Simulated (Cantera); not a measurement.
Feed: 1 mol CH₃OH, 0.36 mol CO₂, at 3.80 bar.

Method: chemical equilibrium by Gibbs-energy minimisation in Cantera with the NASA 1993 tables (ideal gas, pure condensed phases). Candidate condensed phases: C, C₆H₆, C₇H₈, C₈H₁₈, H₂O; 110 gas species. Equilibrium is a limit: real reactors are often held back by kinetics, nucleation or transport.

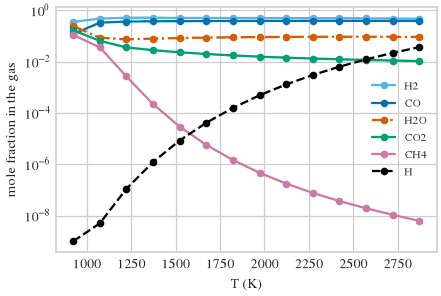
Figure: Equilibrium gas composition (values under 1e-9 drawn at 1e-9)

At 923 K the condensed part is C(graphite). From 1073 K to 2873 K nothing is condensed. The main C-bearing gas is CO₂ at 923 K and CO at 2873 K.
